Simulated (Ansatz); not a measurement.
**AlHO2 (SMILES [O]=[Al][OH]): HSE06/STO-3G**

Aim: the electronic atomisation energy of AlHO2 at HSE06/STO-3G, from 4 runs. 

Program for the calculation: Ansatz 0.2.0.

62 further runs of the same task are left out: 8 that didn't finish, 54 set aside as unsound or not needed.

### Step 1. The system as given

AlHO2 has 4 atoms, charge 0, and is taken as a singlet. As SMILES, `[O]=[Al][OH]`. Geometry: a GFN2-xTB relaxation, a rough one for these elements and not checked as a minimum.

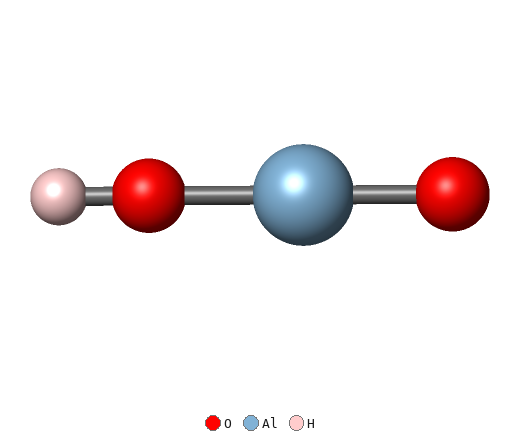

The structure, seen from a chosen angle (oxygen red, aluminium light blue, hydrogen pink).

### Step 2. The energy at HSE06/STO-3G

File run.yaml:

```yaml
crystal:
  periodic: [false, false, false]
  atoms:
    - symbol: O
      position_ang: [-1.605830, -1.403740, -0.651200]
    - symbol: Al
      position_ang: [-0.474020, -0.415070, -0.191330]
    - symbol: O
      position_ang: [0.698750, 0.609040, 0.285100]
    - symbol: H
      position_ang: [1.381100, 1.209770, 0.557430]
basis:
  gaussian:
    orbitals: STO-3G
hamiltonian:
  xc: {name: HSE06}
accuracy: high
```

Run with:

```sh
$ ansatz run run.yaml --threads 1 --pin off --max-ram 2610MiB --events-out events.jsonl --progress --plain --runs-dir runs
```

The log of the run:

```text
Warning: RAYON_NUM_THREADS=1 ignored (pool sized by the plan → 1); use --threads N
Functional definition: HSE06
  name "HSE06"
  parameter a = 0.25
  parameter omega = 0.11/bohr
  exchange = pbe_x - a*pbe_x_sr(omega) + a*exact_x_sr(omega)
  correlation = pbe_c
342 factors; integrals over basis functions are off by at most 1.7e-8 eV
56 factors; integrals over basis functions are off by at most 4.7e-10 eV
mean field evaluation 1: about -10552.5358 eV, gradient 4.5e1 eV
mean field evaluation 2: about -10422.3286 eV, gradient 1.9e2 eV
mean field evaluation 4: about -10560.6622 eV, gradient 1.3e1 eV
mean field evaluation 8: about -10561.1781 eV, gradient 3.8e-2 eV
mean field evaluation 16: about -10561.1686 eV, gradient 1.0e-5 eV
mean field -10561.16859567 eV, -388.1157872737 hartree, gradient 3.3e-9 eV, S^2 0.000000; 0 other end points of the search recorded, 0 dependent functions left out
reference -10561.16859738 eV, -388.1157873367 hartree; 15, 15 occupied and 5, 5 virtual orbitals, 342 factors
Total energy: -10561.16859738 eV, -388.1157873367 hartree
```

It took 0.79 s on 1 thread of Intel Xeon 6975P-C (Granite Rapids), shared host; peak memory 0.11 GiB.

### Step 3. The Al atom, same level

File run.yaml:

```yaml
crystal:
  periodic: [false, false, false]
  atoms:
    - {symbol: Al, position_ang: [0.000000, 0.000000, 0.000000]}
basis:
  gaussian:
    orbitals: STO-3G
magnetization:
  spin_polarized: true
  initial_magnetization: 1
hamiltonian:
  xc: hse06
accuracy: high
```

Run with:

```sh
$ ansatz run run.yaml --threads 1 --pin off --max-ram 2610MiB --events-out events.jsonl --progress --plain --runs-dir runs
```

The log of the run:

```text
Warning: RAYON_NUM_THREADS=1 ignored (pool sized by the plan → 1); use --threads N
Functional definition: HSE06
  name "HSE06"
  parameter a = 0.25
  parameter omega = 0.11/bohr
  exchange = pbe_x - a*pbe_x_sr(omega) + a*exact_x_sr(omega)
  correlation = pbe_c
42 factors; integrals over basis functions are off by at most 1.6e-9 eV
19 factors; integrals over basis functions are off by at most 2.3e-10 eV
mean field evaluation 1: about -6508.9997 eV, gradient 6.4e-1 eV
mean field evaluation 2: about -6509.0010 eV, gradient 1.1e-1 eV
mean field evaluation 4: about -6509.0008 eV, gradient 4.1e-3 eV
mean field evaluation 8: about -6509.0008 eV, gradient 5.9e-9 eV
mean field -6509.00078538 eV, -239.2013669035 hartree, gradient 5.1e-9 eV, S^2 0.750001; 0 other end points of the search recorded, 0 dependent functions left out
reference -6509.00078691 eV, -239.2013669596 hartree; 7, 6 occupied and 2, 3 virtual orbitals, 42 factors
Total energy: -6509.00078691 eV, -239.2013669596 hartree
```

Wall time 0.54 s (1 thread of Intel Xeon 6975P-C (Granite Rapids), shared host).

### Step 4. The H atom at the same level

File in.yaml:

```yaml
crystal:
  periodic: [false, false, false]
  atoms:
    - symbol: H
      position_ang: [0.000000, 0.000000, 0.000000]
basis:
  gaussian: {orbitals: STO-3G}
magnetization: {spin_polarized: true, initial_magnetization: 1}
hamiltonian: {xc: {name: HSE06}}
accuracy: high
```

Run the same way, it converges to -0.46620 Eh (log not shown).

### Step 5. The O atom

File job.yaml:

```yaml
crystal:
  periodic: [false, false, false]
  atoms:
    - {symbol: O, position_ang: [0.000000, 0.000000, 0.000000]}
basis:
  gaussian: {orbitals: STO-3G}
total_charge: 0
magnetization: {spin_polarized: true, initial_magnetization: 2}
hamiltonian: {xc: hse06}
accuracy: high
```

Run the same way, it converges to -73.97333 Eh (log not shown).

### Step 6. Summary of results

Level: HSE06/STO-3G.

| quantity | value |
| --- | --- |
| molecule: total energy | -388.11579 Eh |
| Al atom: total energy | -239.20137 Eh |
| Al atom: ⟨S²⟩ | 0.750 |
| H atom: total energy | -0.46620 Eh |
| H atom: ⟨S²⟩ | 0.750 |
| O atom: total energy | -73.97333 Eh |
| O atom: ⟨S²⟩ | 2.000 |
| electronic atomisation energy | 13.648 eV |

In words: Taking the molecule apart into free atoms costs 13.65 eV (1317 kJ/mol), before zero-point energy and without spin-orbit coupling. In a minimal basis such a difference can be off by several eV, whatever the method.
